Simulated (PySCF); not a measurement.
C4H7O, doublet, SMILES `C=[C]OCC`.

Method: PBE0/def2-SVPD; geometry: GFN2-xTB; program: PySCF. No frequency check shows the geometry to be a minimum. GFN2-xTB doesn't know the spin state, so this open-shell geometry is rough.

Geometry (Å), atoms numbered from 1:

```
C1      -2.2515   -0.3726    0.0054
C2      -1.3302    0.5518   -0.0681
O3      -0.0435    0.6782    0.1038
C4       0.7971   -0.4787   -0.0613
C5       2.2453   -0.0326   -0.0026
H6      -3.2627   -0.1767   -0.3033
H7      -2.0869   -1.3454    0.4708
H8       0.5699   -1.1872    0.7450
H9       0.5638   -0.9556   -1.0209
H10      2.4549    0.6671   -0.8073
H11      2.9006   -0.8940   -0.1008
H12      2.4439    0.4593    0.9458
```

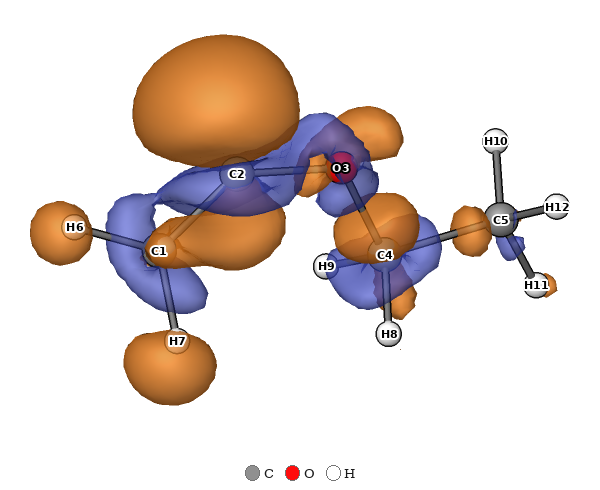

Fukui function f⁺ = ρ(N+1) − ρ(N) at fixed geometry, surfaces at ±0.03 e/Å³ (orange positive, blue negative).

Q: Which atoms respond most to the addition of an electron?

A: f⁺ (Hirshfeld-condensed) is largest on C2 (0.38); the vertical electron affinity is −0.26 eV (to the singlet anion, which needn't be its lowest state; negative: at this level and geometry the extra electron isn't bound, and the finite basis holds it). Condensed values hint at sites of nucleophilic attack but needn't mark the atom that reacts. Orbital relaxation makes it negative in places (0.24 e in all).

```
atom     f⁺  charge
  C1  +0.14   −0.17
  C2  +0.38   +0.04
  O3  +0.08   −0.11
  C4  +0.04   +0.02
  C5  +0.02   −0.11
  H6  +0.08   +0.05
  H7  +0.12   +0.04
  H8  +0.03   +0.05
  H9  +0.04   +0.04
 H10  +0.02   +0.05
 H11  +0.03   +0.05
 H12  +0.02   +0.05
```
